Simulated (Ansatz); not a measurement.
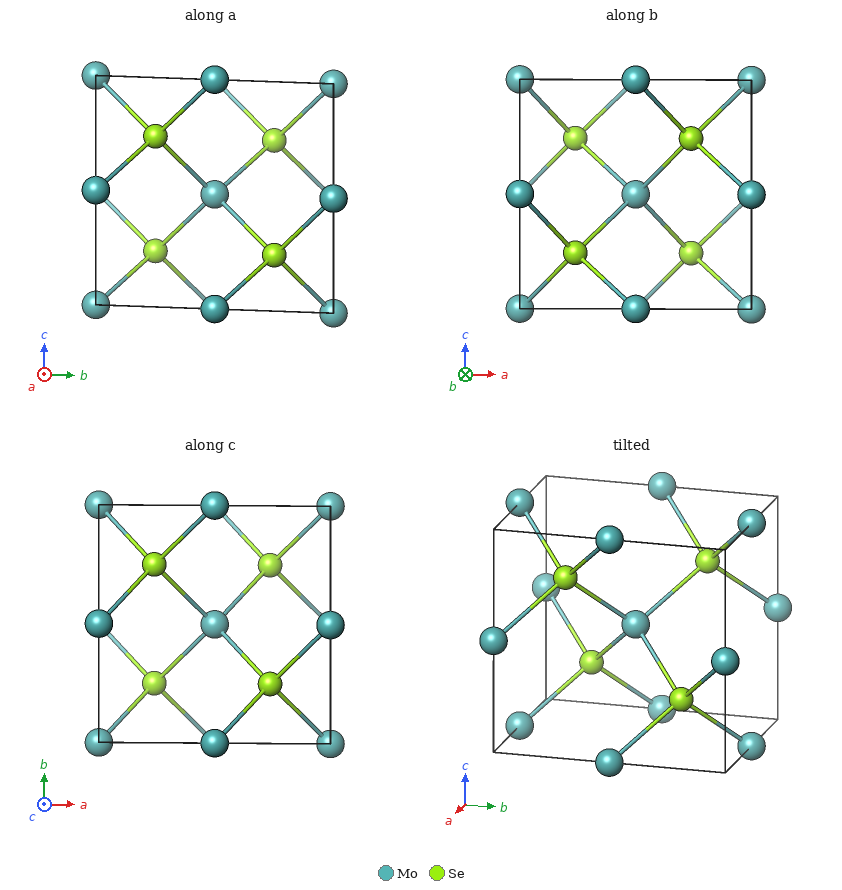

The image is a ball-and-stick drawing of a crystal, viewed along the a axis, along the b axis, along the c axis and slightly off an axis. The box is the drawn cell (a repeat of the simulation cell); atoms on or close to its faces, edges and corners are drawn wherever they repeat.

Lattice parameters: a = 5.612 Å, b = 5.762 Å, c = 5.558 Å, α = 92.02°, β = 90.16°, γ = 90.38°. Put a along x and b in the xy plane.

Write down what is shown as a POSCAR file, with free fractional coordinates to two decimals.

Answer.
```
Mo Se
1.0
     5.612    0.000    0.000
    -0.039    5.762    0.000
    -0.015   -0.196    5.554
Mo Se
4 4
Direct
  0.00 0.50 0.00
  0.50 0.50 0.50
  0.50 0.00 0.00
  0.00 0.00 0.50
  0.74 0.75 0.24
  0.24 0.75 0.74
  0.24 0.25 0.24
  0.74 0.25 0.74
```

The structure comes from a structure type filled with these elements by a generator (whether the compound takes this form wasn't checked). The cell was then strained or its atoms displaced on purpose. An electronic-structure calculation with Ansatz was run on it.
